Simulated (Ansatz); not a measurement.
Consider BAs in the zinc blende structure (space group F-43m, No. 216; a = 4.7839 Å).

Perturbation: the cell is scaled by 1.0300 in all directions; the atoms relax in the strained cell.

Level of theory: r2SCAN (Ansatz, a program for electronic structure; PAW; 500 eV plane waves; without spin-orbit coupling).

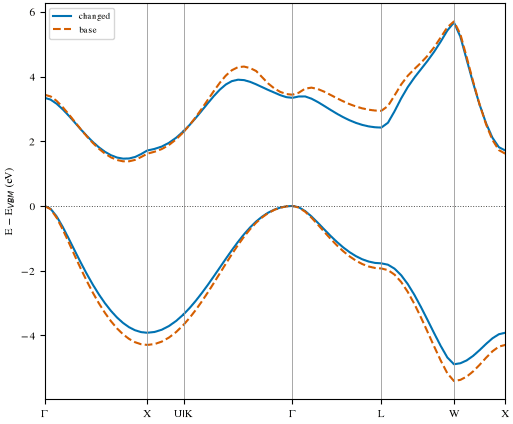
Figure. Highest valence and lowest conduction band along the path, each from its own valence-band maximum

Question: Read the changed gap and its character from the plot.

Answer: About 1.5 eV, indirect, Γ → Γ–X (76 % along).

Whether these cells are dynamically stable was not tested.
